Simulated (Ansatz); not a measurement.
System: AlBrH₂O₂.

The calculation's input:

```
crystal:
  periodic: [false, false, false]
  atoms:
    - { symbol: Al, position_ang: [-0.057932, 0.038173, 0.049413] }
    - { symbol: Br, position_ang: [1.943998, -1.076644, -0.564781] }
    - { symbol: O, position_ang: [-0.966422, 0.121141, -1.406905] }
    - { symbol: H, position_ang: [-0.356584, -0.322633, -2.026954] }
    - { symbol: O, position_ang: [-0.544017, 0.644882, 1.569022] }
    - { symbol: H, position_ang: [-0.019043, 0.595081, 2.380105] }
magnetization:
  spin_polarized: true
basis:
  gaussian: { orbitals: def2-SVPD }
hamiltonian:
  xc: pbe
relax:
  f_tol: 0.03
  max_steps: 50
output:
  orbitals: {}
```

Command:

```sh
ansatz run input.yaml --threads 4 --pin off --max-ram 5120MiB --backend cpu --events-out ev --progress --plain --runs-dir out
```

The fields are those of the run's last geometry, not of the input's.

Theory: UKS PBE/def2-SVPD (Ansatz).

Q: What can the converged electron density and electron localisation function tell about the bonding?

A: Al–O (1.72 Å): ρ at the midpoint is about 0.82 e/Å³; the ELF peaks at about 0.85 in the valence shell of O, 0.6 Å from its nucleus, and is about 0.40 at the midpoint.
Al–Br (2.27 Å): ρ at the midpoint is about 0.64 e/Å³; the ELF peaks at about 0.85 in the valence shell of Br, 1.1 Å from its nucleus, and is about 0.85 at the midpoint.
O–H (0.97 Å): ρ at the midpoint is about 3.6 e/Å³; the ELF climbs to about 1 towards the hydrogen, as it does in any bond to H: a covalent bond by its length.

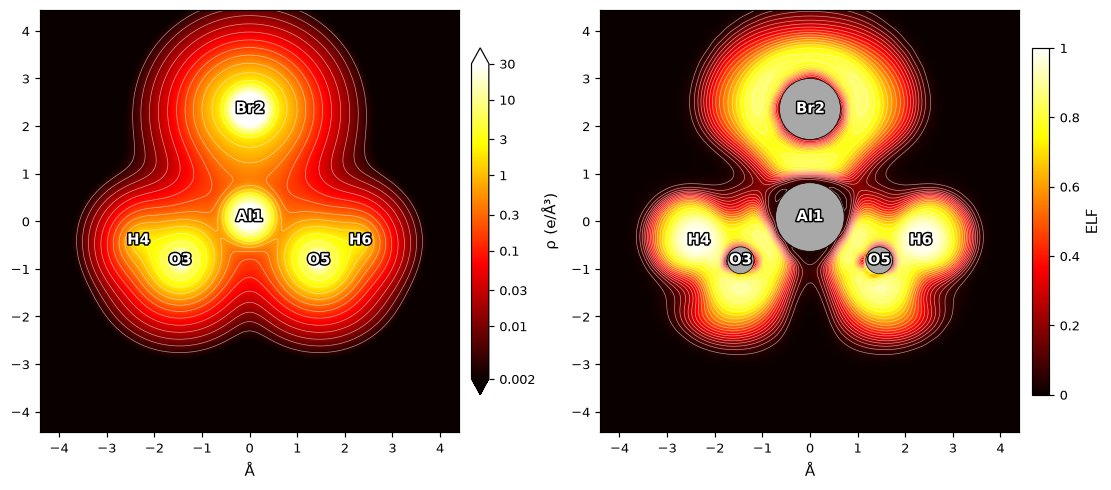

Computed electron density and electron localisation function on the molecular plane, in this order. Grey discs cover the atomic cores in the ELF map. 
